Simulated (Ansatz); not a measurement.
BH$_{4}$P···HCl

Input file:

```
crystal:
  periodic: [false, false, false]
  atoms:
    - { symbol: B, position_ang: [0.108444, -0.528773, -0.232747] }
    - { symbol: Cl, position_ang: [-0.159643, 0.56519, 2.615102] }
    - { symbol: H, position_ang: [1.109168, 0.138888, -0.334855] }
    - { symbol: H, position_ang: [-0.97616, -0.08396, -0.525764] }
    - { symbol: P, position_ang: [0.214448, -2.306942, 0.449226] }
    - { symbol: H, position_ang: [-0.721365, -3.03037, -0.354076] }
    - { symbol: H, position_ang: [1.435456, -2.815357, -0.09061] }
    - { symbol: H, position_ang: [-0.095147, -0.774976, 2.550124] }
basis:
  gaussian: { orbitals: def2-SVP }
hamiltonian:
  xc: blyp
relax:
  f_tol: 0.03
  max_steps: 50
output:
  orbitals: {}
```

Command:

```sh
ansatz run input.yaml --threads 1 --pin off --max-ram 2048MiB --backend cpu --events-out ev --progress --plain --runs-dir out
```

The fields are those of the run's last geometry, not of the input's.

These are results of RKS BLYP/def2-SVP (Ansatz 0.2.0), not measurements.

**What will maps of the electron density and electron localisation function show?**

P5···H3 (2.68 Å): the density falls to about 0.52 e/Å³ on the way; the ELF climbs to about 1 towards the hydrogen, as it does in any bond to H: a weak contact between the two molecules.
B–P (1.88 Å): ρ at the midpoint is about 1 e/Å³; the ELF peaks at about 0.95 between the atoms (localised, covalent bonding).
B–H (1.21 Å): ρ at the midpoint is about 1.2 e/Å³; the ELF climbs to about 1 towards the hydrogen; a covalent bond by its length.

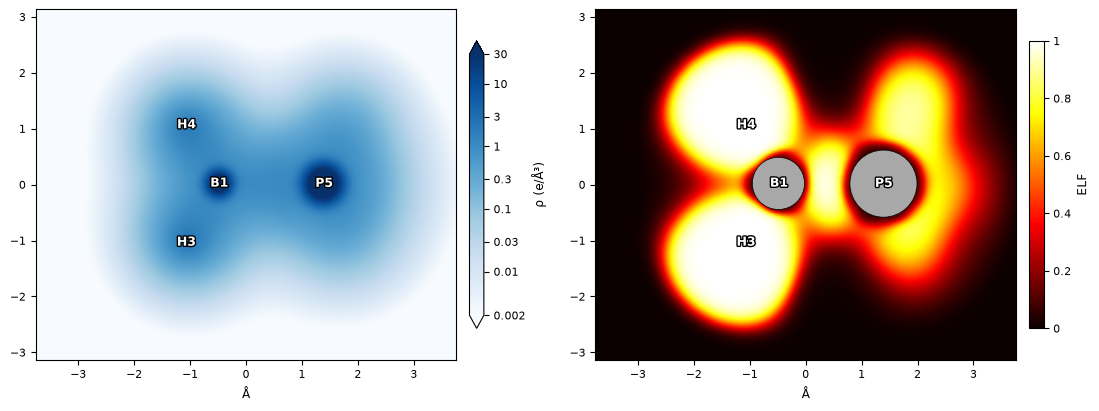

Computed electron density and electron localisation function on the plane of atoms H3, B1 and P5, in this order. Grey discs cover the atomic cores in the ELF map. 
